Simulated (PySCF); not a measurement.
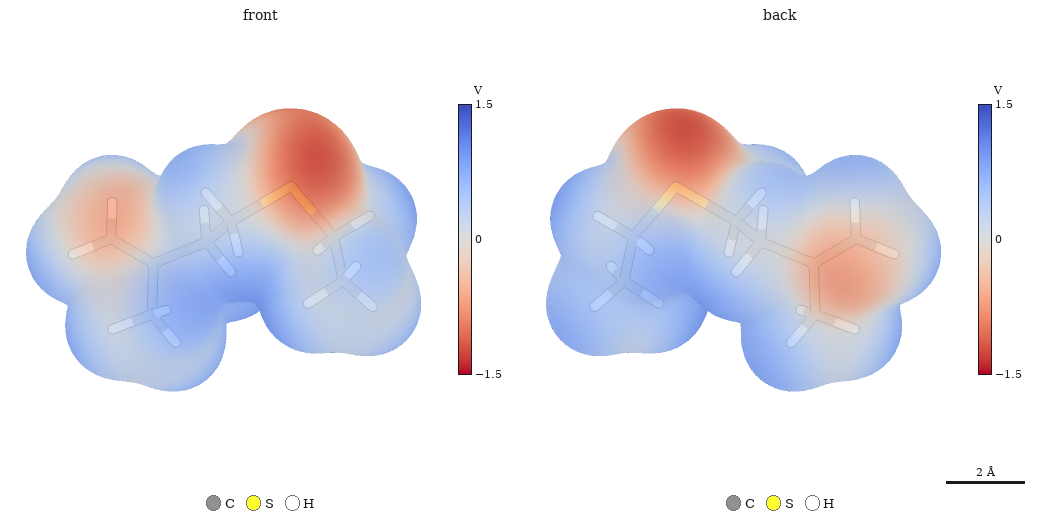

The picture shows: C$_{7}$H$_{14}$S (SMILES C=C(C)CCSCC). The electrostatic potential painted on the density surface at 0.002 e/bohr³, seen from the front and from behind; the colour scale runs from red (negative) to blue (positive).

Geometry: GFN2-xTB.

Theory: PySCF, PBE0/pcSseg-1, SCF density, gas phase, non-relativistic.

The calculation's input:

```
{"job": {"kind": "nmr", "xc": "PBE0", "basis": "pcSseg-1"}, "charge": 0, "multiplicity": 1}
C      3.149514     0.498806     0.363917
C      2.014741     0.207643    -0.250735
C      1.866855     0.280342    -1.740788
C      0.784081    -0.202854     0.513031
C     -0.246521     0.921976     0.530900
S     -1.664451     0.588382     1.628031
C     -2.446606    -0.863534     0.841186
C     -2.943655    -0.595872    -0.566401
H      3.246551     0.447760     1.435045
H      4.030399     0.797544    -0.178835
H      1.464935    -0.654415    -2.130433
H      1.179499     1.079881    -2.016656
H      2.824444     0.473849    -2.216374
H      1.049188    -0.449679     1.542619
H      0.349116    -1.090698     0.047006
H     -0.633270     1.136907    -0.464349
H      0.194380     1.830471     0.941167
H     -3.278361    -1.095377     1.505984
H     -1.736355    -1.689959     0.869111
H     -3.513106    -1.452003    -0.923849
H     -3.586712     0.281440    -0.579146
H     -2.115074    -0.431224    -1.251967
```

Launched as:

```sh
OMP_NUM_THREADS=1 python probes_run.py task.json out
```

Question: Where is the surface potential most negative and most positive?

Answer: The most negative region (about −1.2 V) lies over S6, the most positive (about +0.9 V) over H15, H16 and H22.
